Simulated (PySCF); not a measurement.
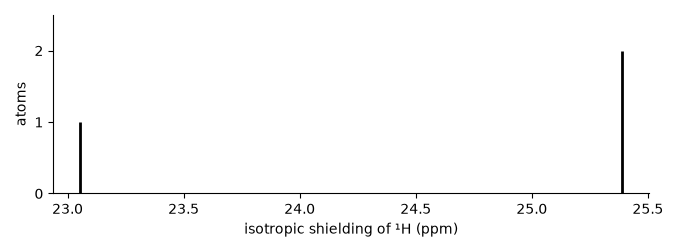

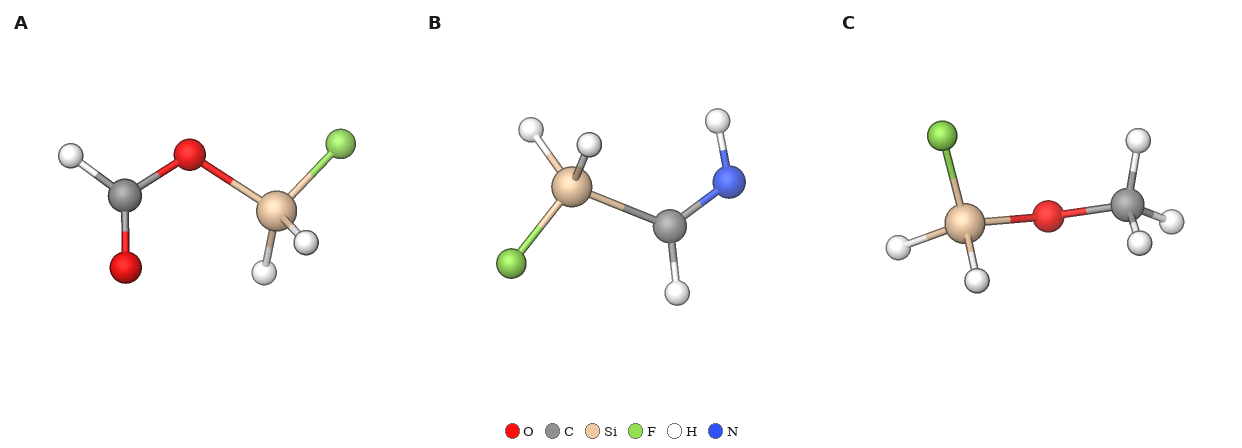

The sticks are computed shieldings of one of the molecules, for one fixed geometry (PBE0-D3(BJ)/def2-SVP) without averaging over rotations. Low shielding means a high chemical shift. Method: GIAO PBE/pcSseg-2 NMR shielding, non-relativistic, gas phase (PySCF 2.14.0).

Question: Match the spectrum to a structure.

Answer: A, `O=CO[SiH2]F`. Its 3 H atoms give lines at 23.05, 25.39 (2 atoms) ppm.
